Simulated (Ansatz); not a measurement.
**Si5C: density, localisation and related maps**

Input file:

```
crystal:
  lattice:
    - [3.5977716874, 0.0, 0.0]
    - [-1.7988858437, 3.1157616783, 0.0]
    - [0.0, 0.0, 8.9757541545]
  atoms:
    - { symbol: C, position: [0.0, 0.0, 0.0051485412] }
    - { symbol: Si, position: [0.6666666667, 0.3333333333, 0.6816557751] }
    - { symbol: Si, position: [0.3333333333, 0.6666666667, 0.3209155516] }
    - { symbol: Si, position: [0.6666666667, 0.3333333333, 0.9425129081] }
    - { symbol: Si, position: [0.3333333333, 0.6666666667, 0.5812885571] }
    - { symbol: Si, position: [0.0, 0.0, 0.2184786667] }
kpoints:
  mp_grid: { grid: [12, 12, 4] }
  band_path:
    path:
      - [0.0, 0.0, 0.0]
      - [0.5, 0.0, 0.0]
      - [0.3333333333, 0.3333333333, 0.0]
      - [0.0, 0.0, 0.5]
      - [0.5, 0.0, 0.5]
      - [0.3333333333, 0.3333333333, 0.5]
    npoints: 1
hamiltonian:
  xc: r2scan
scf:
  occupations: { method: fermi_dirac, width: 0.02 }
  n_extra_bands: 5
output:
  forces: true
  stress: true
  eigenvalues: true
  write_density: true
  write_potential: true
  elf: true
  volumetric_format: npy
```

Launched as:

```sh
ansatz run input.yaml --threads 4 --pin off --max-ram 6451MiB --backend cpu --events-out ev --progress --plain --runs-dir out
```

Below, planes, directions and counts refer to the conventional cell (a = 3.60 Å, b = 3.60 Å, c = 8.98 Å, α = 90.00°, β = 90.00°, γ = 120.00°).

Space group P3m1; started from the ordered alloy on diamond lattice prototype, which need not be the ambient phase.

These are results of DFT, r2SCAN, plane waves, PAW (Ansatz 0.2.0), not measurements.

Core electrons are frozen (PAW), and the valence fields are smoothed inside the atomic spheres.

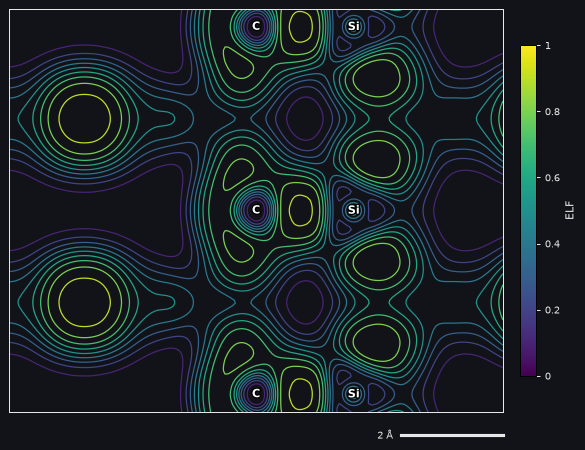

Figure 1. Electron localisation function on the (11̄0) plane of the conventional cell.

**Describe what can be read from this map.**

Atoms in the plane: C and Si. Si–C (1.91 Å): the ELF peaks at about 0.95 between the atoms, as expected for localised, covalent bonding.

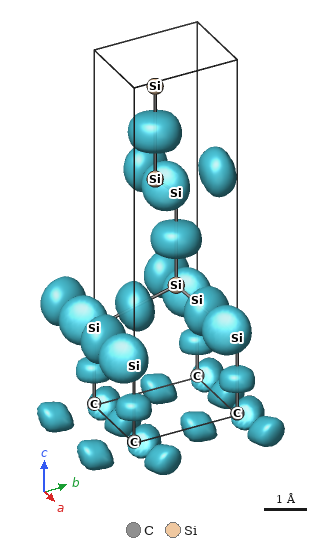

Figure 2. Isosurface of the ELF at 0.85 (cyan), seen slightly off an axis. Only the valence region is drawn (cores and ρ < 0.01 e/Å³ removed). Sticks mark near contacts.

**Describe the localisation domains.**

The surface consists of four regions between bonded C–Si atoms (shared pairs) and eight regions between bonded Si–Si atoms (shared pairs), counted in one cell of 6 atoms. Regions shared between cells count once.


 Si–Si (2.26 Å): the ELF peaks at about 0.95 between the atoms, as expected for localised, covalent bonding.
